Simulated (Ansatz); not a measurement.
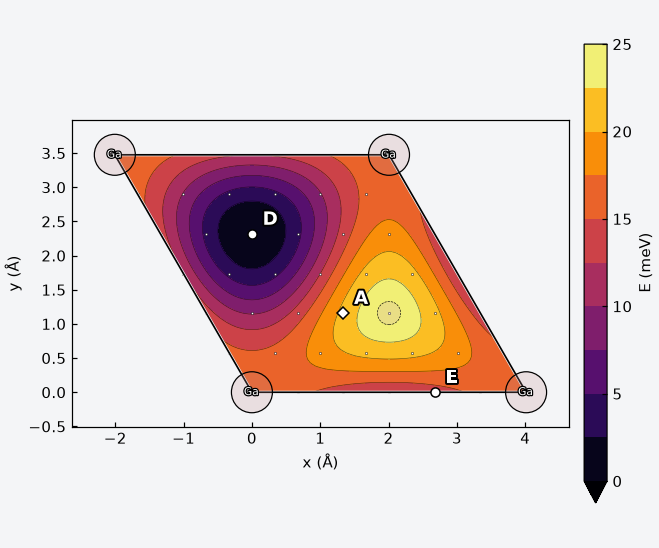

N₂ on a GaAs(111) slab cut from the F-43m phase, its upper half relaxed before the scan (16 atoms of substrate and one adsorbate in a 2 × 2 cell). N2 is moved over the surface cell at a fixed height above a rigid substrate; the origin of the map has the adsorbate above Ga13; the height is held at 3.40 Å. Places are given modulo a cell vector. The map is drawn in real space over the plane of the surface. The scan uses a 6 × 6 grid; 10 points were computed and 26 follow by symmetry. Places are given in fractions of the 1 × 1 surface cell. Energies: meV, counted from the lowest grid point. At a fixed height the lowest place need not be the adsorption site. Computed with DFT PBE+D3(BJ), scalar-relativistic, plane waves, PAW in Ansatz. Settings: cutoff 420 eV, k-mesh 6×6×1, gaussian smearing 0.05 eV, no spin polarisation.

Drawn: filled contours, dots at the grid points, labelled circles for the atoms of the top layer and small ones for the second layer, the outline of one cell of the plane, lettered points. Between grid points the surface is interpolated.

> What kind of point is each of D, E: minimum, saddle, maximum or slope?

D: minimum; E: on a slope. (In these two coordinates alone; a stationary point may lie a little off the grid point.)

> Rank the lettered points by energy, lowest first.

D (0.0 meV), E (13.6 meV), A (20.8 meV).
